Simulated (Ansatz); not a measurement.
# C5H12Si (vinyltrimethylsilane): HF/STO-3G

What is the electronic atomisation energy of C5H12Si (vinyltrimethylsilane) at HF/STO-3G? 

The calculation is run with Ansatz 0.2.0.

31 further runs of the same task are left out: 31 set aside as unsound or not needed.

## Step 1: Starting point

C5H12Si has 18 atoms, charge 0, and is taken as a singlet. As SMILES, `C=C[Si](C)(C)C`. The shape is that of a PBE0-D4/def2-TZVP optimisation. This is one conformer, not always the lowest.

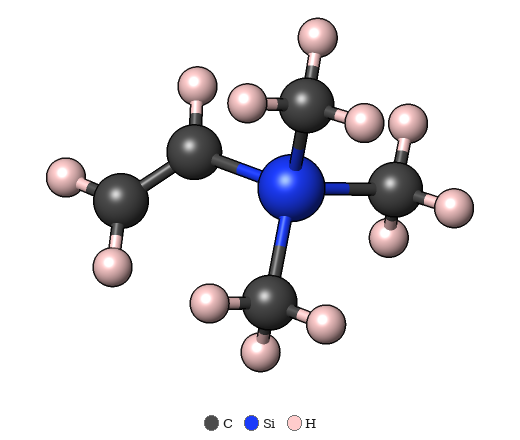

The structure, seen from a chosen angle (carbon dark grey, silicon blue, hydrogen pink).

## Step 2: The energy at HF/STO-3G

job.yaml reads:

```yaml
crystal:
  periodic: [false, false, false]
  atoms:
    - {symbol: C, position_ang: [-2.463470, -0.560850, 0.441110]}
    - {symbol: C, position_ang: [-1.600000, 0.041460, -0.372240]}
    - {symbol: Si, position_ang: [0.250010, 0.097990, -0.111240]}
    - {symbol: C, position_ang: [0.693770, -0.817270, 1.461280]}
    - {symbol: C, position_ang: [0.791320, 1.889350, 0.012330]}
    - {symbol: C, position_ang: [1.095130, -0.702450, -1.581740]}
    - {symbol: H, position_ang: [-3.533840, -0.570330, 0.252000]}
    - {symbol: H, position_ang: [-2.138230, -1.076560, 1.340760]}
    - {symbol: H, position_ang: [-2.008990, 0.536650, -1.254490]}
    - {symbol: H, position_ang: [0.218540, -0.365270, 2.335650]}
    - {symbol: H, position_ang: [1.775050, -0.792910, 1.621980]}
    - {symbol: H, position_ang: [0.389440, -1.865980, 1.413780]}
    - {symbol: H, position_ang: [0.321910, 2.383320, 0.866720]}
    - {symbol: H, position_ang: [1.875770, 1.963820, 0.132240]}
    - {symbol: H, position_ang: [0.516990, 2.446350, -0.887640]}
    - {symbol: H, position_ang: [0.807560, -1.752570, -1.676110]}
    - {symbol: H, position_ang: [0.825840, -0.197420, -2.513330]}
    - {symbol: H, position_ang: [2.183160, -0.657310, -1.481070]}
basis:
  gaussian: {orbitals: STO-3G}
hamiltonian: {xc: hf}
accuracy: high
output: {orbitals: {seedname: orbitals}}
```

Launch:

```sh
ansatz run job.yaml --threads 1 --pin off --max-ram 3480MiB --events-out events.jsonl --progress --plain --runs-dir runs
```

The program printed:

```text
Warning: RAYON_NUM_THREADS=1 ignored (pool sized by the plan → 1); use --threads N
Functional definition: HF
  name "HF"
  exchange = exact_x
  correlation = 0
1086 factors; integrals over basis functions are off by at most 2.4e-9 eV
mean field evaluation 1: about -13050.7770 eV, gradient 1.5e1 eV
mean field evaluation 2: about -13050.9891 eV, gradient 1.5e1 eV
mean field evaluation 4: about -13051.8851 eV, gradient 2.9e-1 eV
mean field evaluation 8: about -13051.8846 eV, gradient 1.0e-6 eV
mean field -13051.88458334 eV, -479.6479115526 hartree, gradient 7.8e-8 eV, S^2 0.000000; 0 other end points of the search recorded, 0 dependent functions left out
reference -13051.88458334 eV, -479.6479115526 hartree; 28, 28 occupied and 18, 18 virtual orbitals, 1086 factors
Total energy: -13051.88458334 eV, -479.6479115526 hartree
```

Wall time 0.78 s (1 thread of Intel Xeon 6975P-C (Granite Rapids), shared host).

## Step 3: The C atom, same level

molecule.yaml reads:

```yaml
crystal:
  periodic: [false, false, false]
  atoms:
    - {symbol: C, position_ang: [0.000000, 0.000000, 0.000000]}
basis:
  gaussian:
    orbitals: STO-3G
total_charge: 0
magnetization:
  spin_polarized: true
  initial_magnetization: 2
hamiltonian:
  xc: hf
accuracy: high
```

Run the same way, it converges to -37.19839 Eh (log not shown).

## Step 4: The H atom at the same level

job.yaml reads:

```yaml
crystal:
  periodic: [false, false, false]
  atoms:
    - {symbol: H, position_ang: [0.000000, 0.000000, 0.000000]}
basis:
  gaussian:
    orbitals: STO-3G
magnetization:
  spin_polarized: true
  initial_magnetization: 1
hamiltonian:
  xc: hf
accuracy: high
```

Run the same way, it converges to -0.46658 Eh (log not shown).

## Step 5: The Si atom

molecule.yaml reads:

```yaml
crystal:
  periodic: [false, false, false]
  atoms:
    - symbol: Si
      position_ang: [0.000000, 0.000000, 0.000000]
basis:
  gaussian:
    orbitals: STO-3G
magnetization:
  spin_polarized: true
  initial_magnetization: 2
hamiltonian:
  xc: hf
accuracy: high
```

Run the same way, it converges to -285.46622 Eh (log not shown).

## Step 6: Summary of results

At HF/STO-3G:

| quantity | value |
| --- | --- |
| molecule: total energy | -479.64791 Eh |
| molecule: HOMO energy | -8.33 eV |
| molecule: LUMO energy | 8.67 eV |
| molecule: HOMO–LUMO gap | 17.00 eV |
| C atom: total energy | -37.19839 Eh |
| C atom: ⟨S²⟩ | 2.000 |
| H atom: total energy | -0.46658 Eh |
| H atom: ⟨S²⟩ | 0.750 |
| Si atom: total energy | -285.46622 Eh |
| Si atom: ⟨S²⟩ | 2.000 |
| electronic atomisation energy | 70.498 eV |

What this shows: Taking the molecule apart into free atoms costs 70.50 eV (1626 kcal/mol), before zero-point energy and without spin-orbit coupling. Hartree–Fock lacks the correlation of the bonding pairs, which as a rule makes this value much too low; in minimal bases other errors can mask that. In a minimal basis such a difference can be off by several eV, whatever the method.
